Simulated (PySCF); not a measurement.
SMILES C#Cc1ccc(C)s1 at its GFN2-xTB optimised geometry (Å):

```
14

C      0.6351    -2.9555    -0.0009
C      0.4797    -1.7633    -0.0006
C      0.2764    -0.3804    -0.0003
C      1.2176     0.6107    -0.0001
C      0.6536     1.9018     0.0000
C     -0.7076     1.9018     0.0000
C     -1.6319     3.0664     0.0000
S     -1.3367     0.2848    -0.0002
H      0.7886    -3.9927    -0.0012
H      2.2748     0.4129    -0.0001
H      1.2409     2.8034     0.0002
H     -2.2748     3.0487     0.8801
H     -1.0622     3.9927     0.0006
H     -2.2739     3.0493    -0.8807
```

Computed with PBE/def2-TZVP (PySCF). Cells within 0.4 Å of a nucleus heavier than hydrogen are left out (blank, or x).

Map of the deformation density (molecule minus spherical neutral atoms) (e/bohr³) on the plane z = 0.0 Å:

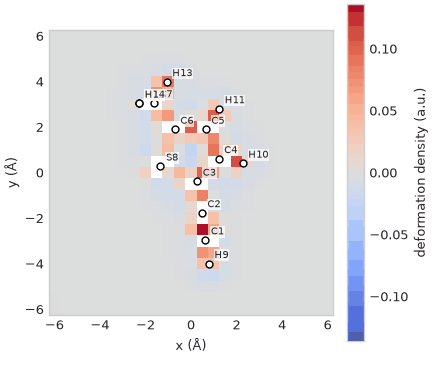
Deformation density (molecule minus spherical neutral atoms) (e/bohr³) on the plane z = 0.0 Å.
